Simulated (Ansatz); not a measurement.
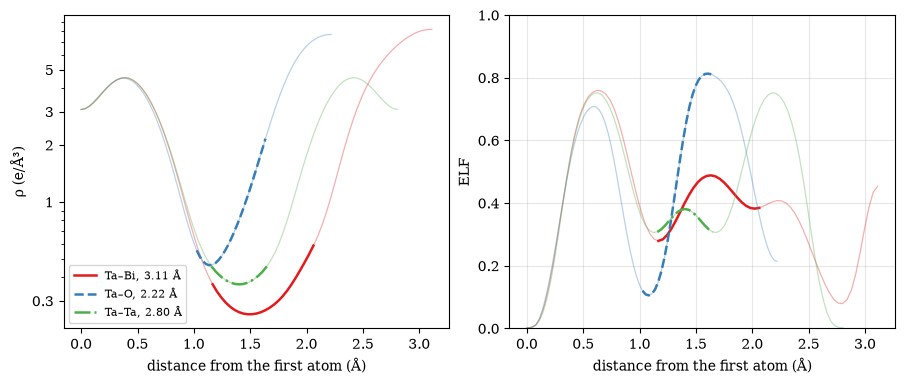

Ta$_{2}$Bi$_{2}$O. Valence electron density and ELF along straight lines between neighbouring atoms. Thin, pale parts lie inside the atomic spheres.

Space group P-3m1; a generated structure, not necessarily the stable one.

Level of theory: DFT PBE, scalar-relativistic, plane waves, PAW (Ansatz).

The density is the valence pseudo-density of a PAW calculation; it isn't the true density close to the nuclei.

```
CELL_PARAMETERS angstrom
3.43603 0.00000 0.00000
-1.71801 2.97569 0.00000
0.00000 0.00000 10.94312
ATOMIC_POSITIONS crystal
Ta 0.33333 0.66667 0.40947
Ta 0.66667 0.33333 0.59053
Bi 0.00000 0.00000 0.19053
Bi 0.00000 0.00000 0.80947
O 0.00000 0.00000 0.50000
```

What can be read from the curves?

Answer. Ta–Bi (3.11 Å): ρ at the midpoint is about 0.26 e/Å³; the ELF is about 0.50 at the midpoint.
Ta–O (2.22 Å): ρ at the midpoint is about 0.47 e/Å³; the ELF peaks at about 0.80 in the valence shell of O, 0.6 Å from its nucleus, and drops to about 0.10 between the two atoms; no shared electron pair shows on this line.
Ta–Ta (2.80 Å): ρ is about 0.37 e/Å³ halfway; the ELF is about 0.40 at the midpoint.
